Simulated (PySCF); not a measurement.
SMILES F[Si](F)(F)[SiH2][CH2][GeH3] (CH7F3GeSi2), GFN2-xTB optimised geometry. Atoms within 1.6 Å of the plane z = 0.0 Å (x, y, z in Å): Si5 (1.84, -0.60, 0.00), C6 (-0.06, -0.60, 0.00), Ge7 (-0.83, 1.22, 0.00), H8 (2.33, 0.03, 1.24), H9 (2.32, -1.99, -0.03), H10 (-0.43, -1.14, 0.87), H11 (-0.44, -1.13, -0.88), H12 (-0.38, 1.99, 1.20), H13 (-0.44, 1.98, -1.22), H14 (-2.33, 1.15, 0.04).

Calculation: PBE0/def2-TZVP (PySCF 2.14.0). Cells within 0.4 Å of a nucleus heavier than hydrogen are left out (blank, or x).

Map of the electron localisation function on the plane z = 0.0 Å:

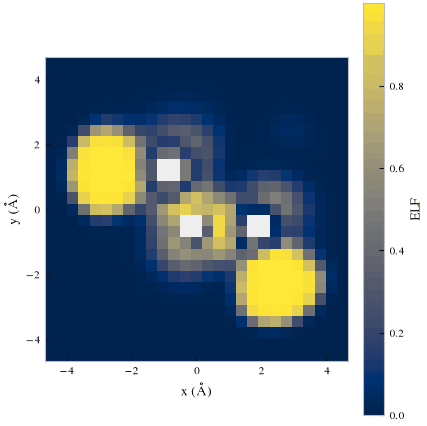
Figure: Electron localisation function on the plane z = 0.0 Å.
